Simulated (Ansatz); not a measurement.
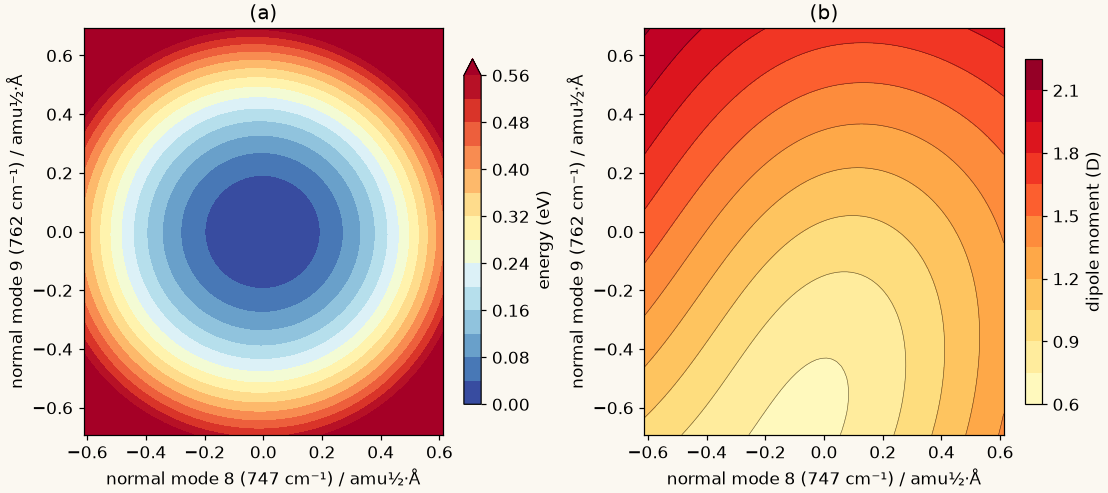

AlH5NSi, SMILES [AlH2][NH][SiH2], spin multiplicity 2. 
- First axis: normal mode 8 (747 cm⁻¹). Second axis: normal mode 9 (762 cm⁻¹).
- Nothing is relaxed (straight displacements along the two mass-weighted modes).
- Grid: 15 × 15 points.
- Points are written as (first, second).
- Energies are in eV, from the lowest grid point.
- These are results of Ansatz, UKS PBE0-D4/def2-SVP, not measurements.

Panel (a) is the energy and panel (b) the computed dipole moment on the same grid.

In the figure: filled contours, one colour for all values above the top of the scale. Between grid points the surface is interpolated.

How does the dipole moment vary over the map, and what is it at the lowest grid point?

Leaving out the highest fifth of the energies, it runs from 0.71 D at (−0.087 amu½·Å, −0.692 amu½·Å) to 1.89 D at (−0.524 amu½·Å, 0.494 amu½·Å). At the lowest grid point, (0.000 amu½·Å, 0.000 amu½·Å), it is 1.02 D.

| normal mode 9 (762 cm⁻¹) ↓, normal mode 8 (747 cm⁻¹) → | −0.612 | −0.524 | −0.437 | −0.350 | −0.262 | −0.175 | −0.087 | 0.000 | 0.087 | 0.175 | 0.262 | 0.350 | 0.437 | 0.524 | 0.612 |
| --- | --- | --- | --- | --- | --- | --- | --- | --- | --- | --- | --- | --- | --- | --- | --- |
| 0.692 | 2.12 | 2.04 | 1.97 | 1.90 | 1.84 | 1.79 | 1.75 | 1.72 | 1.71 | 1.71 | 1.72 | 1.74 | 1.78 | 1.82 | 1.87 |
| 0.593 | 2.05 | 1.96 | 1.89 | 1.81 | 1.74 | 1.69 | 1.64 | 1.61 | 1.60 | 1.60 | 1.61 | 1.64 | 1.67 | 1.72 | 1.77 |
| 0.494 | 1.98 | 1.89 | 1.80 | 1.72 | 1.65 | 1.59 | 1.54 | 1.51 | 1.49 | 1.49 | 1.50 | 1.53 | 1.57 | 1.62 | 1.68 |
| 0.396 | 1.90 | 1.81 | 1.72 | 1.63 | 1.56 | 1.49 | 1.44 | 1.40 | 1.38 | 1.38 | 1.40 | 1.43 | 1.48 | 1.53 | 1.60 |
| 0.297 | 1.83 | 1.73 | 1.64 | 1.55 | 1.46 | 1.39 | 1.34 | 1.30 | 1.28 | 1.28 | 1.30 | 1.34 | 1.39 | 1.46 | 1.52 |
| 0.198 | 1.75 | 1.65 | 1.55 | 1.46 | 1.37 | 1.30 | 1.24 | 1.20 | 1.18 | 1.19 | 1.21 | 1.26 | 1.32 | 1.38 | 1.46 |
| 0.099 | 1.67 | 1.57 | 1.47 | 1.37 | 1.29 | 1.21 | 1.15 | 1.11 | 1.09 | 1.10 | 1.13 | 1.18 | 1.25 | 1.32 | 1.41 |
| 0.000 | 1.59 | 1.49 | 1.39 | 1.29 | 1.20 | 1.12 | 1.06 | 1.02 | 1.00 | 1.02 | 1.05 | 1.11 | 1.19 | 1.27 | 1.36 |
| −0.099 | 1.51 | 1.41 | 1.31 | 1.21 | 1.12 | 1.04 | 0.98 | 0.94 | 0.93 | 0.95 | 0.99 | 1.06 | 1.14 | 1.24 | 1.33 |
| −0.198 | 1.43 | 1.33 | 1.23 | 1.13 | 1.04 | 0.96 | 0.90 | 0.87 | 0.86 | 0.89 | 0.94 | 1.02 | 1.11 | 1.21 | 1.31 |
| −0.297 | 1.34 | 1.25 | 1.15 | 1.06 | 0.97 | 0.89 | 0.84 | 0.81 | 0.81 | 0.84 | 0.91 | 0.99 | 1.09 | 1.20 | 1.30 |
| −0.396 | 1.26 | 1.17 | 1.07 | 0.98 | 0.90 | 0.83 | 0.78 | 0.76 | 0.77 | 0.82 | 0.89 | 0.98 | 1.08 | 1.19 | 1.31 |
| −0.494 | 1.17 | 1.09 | 1.00 | 0.92 | 0.84 | 0.78 | 0.74 | 0.73 | 0.75 | 0.81 | 0.88 | 0.98 | 1.09 | 1.20 | 1.32 |
| −0.593 | 1.09 | 1.01 | 0.93 | 0.86 | 0.79 | 0.74 | 0.72 | 0.72 | 0.75 | 0.81 | 0.90 | 1.00 | 1.11 | 1.22 | 1.34 |
| −0.692 | 1.00 | 0.93 | 0.86 | 0.80 | 0.75 | 0.72 | 0.71 | 0.72 | 0.77 | 0.84 | 0.93 | 1.03 | 1.14 | 1.26 | 1.37 |
